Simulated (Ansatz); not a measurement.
# C$_{3}$H$_{6}$N$_{2}$Si (SMILES [SiH3]n1ccnc1): what the fields show

```xyz
12

Si    1.8376    0.0105    0.0060
N     0.0922   -0.0669   -0.0172
C    -0.7691    0.9577    0.2476
C    -2.0200    0.3997    0.1004
N    -1.9258   -0.9260   -0.2441
C    -0.6355   -1.1796   -0.3078
H     2.4210   -1.3146   -0.3378
H     2.3180    0.4068    1.3566
H     2.3221    1.0144   -0.9787
H    -0.4544    1.9596    0.5087
H    -2.9821    0.8808    0.2238
H    -0.2040   -2.1424   -0.5574
```

Not at a stationary point (largest force 1.3 eV/Å).

All numbers below come from SCF PBE0, Gaussian basis (Ansatz).

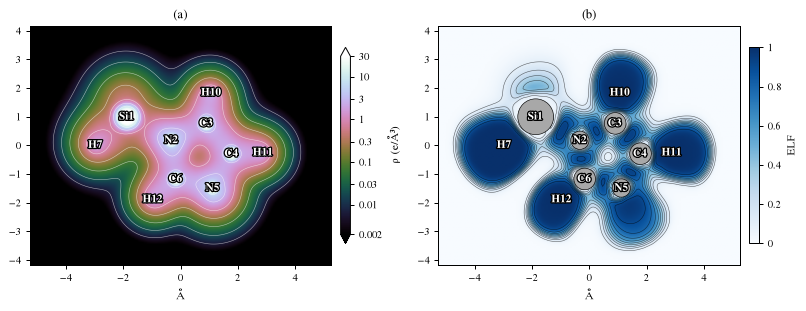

Figure 1. (a) electron density; (b) ELF on the plane of atoms C4, C3 and H10. Grey discs cover the atomic cores in the ELF map.

Interpret the plot.

Answer. The section cuts through Si, N, C and H sites.
C–N (1.32 Å): ρ at the midpoint is about 2.6 e/Å³; the ELF peaks at about 0.90 between the atoms, as expected for a covalent bond.
C–C (1.38 Å): ρ is about 2.1 e/Å³ halfway; the ELF peaks at about 0.95 between the atoms; a covalent bond.
Si–N (1.75 Å): ρ is about 1.1 e/Å³ halfway; the ELF peaks at about 0.95 between the atoms; a polar covalent bond.
C–H (1.08 Å): ρ is about 2 e/Å³ halfway; the ELF climbs to about 1 towards the hydrogen, as it does in any bond to H; a covalent bond by its length.
C–N (1.36 Å): ρ at the midpoint is about 2.3 e/Å³; the ELF peaks at about 0.90 between the atoms (localised, covalent bonding).
The ELF also peaks beside N5, away from the bonds: lone-pair regions.

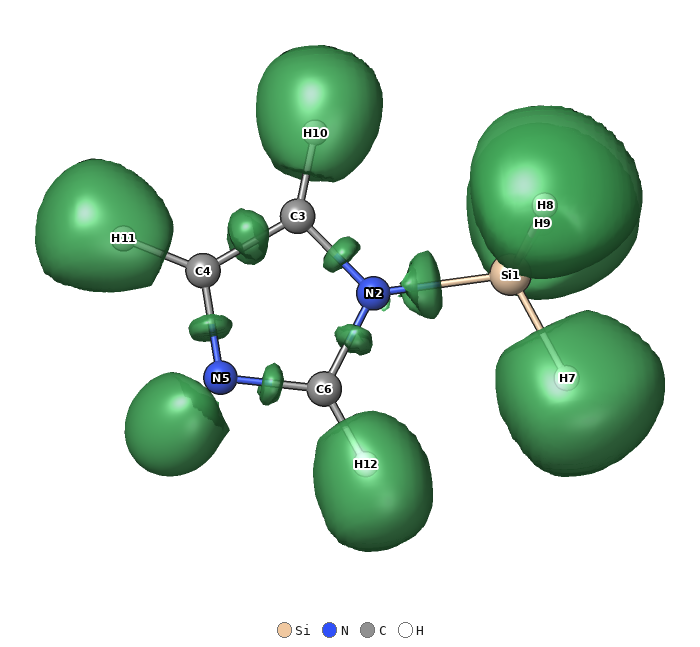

Figure 2. Isosurface of the ELF at 0.85 (green), seen across its widest extent. Core shells and regions of very low density are left out.

What do the ELF domains correspond to?

Answer. At this value the surface marks out one region between bonded C–C atoms (shared pairs), four regions between bonded C–N atoms (shared pairs), one region between bonded N–Si atoms (shared pairs), six regions around hydrogen nuclei and one lobe on N, pointing away from the bonds (lone pairs).

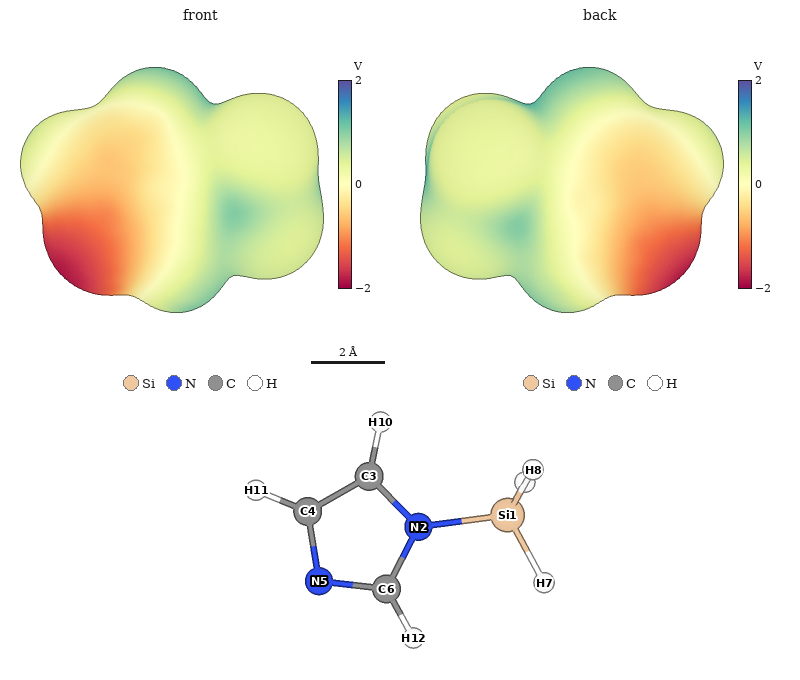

Figure 3. The molecular electrostatic potential painted on the density surface at 0.001 e/bohr³, seen from the front and from behind; red is negative and blue positive. The bare structure is drawn below in the same view.

Where is the surface potential most negative and most positive?

Answer. The most negative region (about −1.8 V) lies over N5, the most positive (about +1.2 V) over Si1 and H10. N5 is the likeliest acceptor of a hydrogen bond.
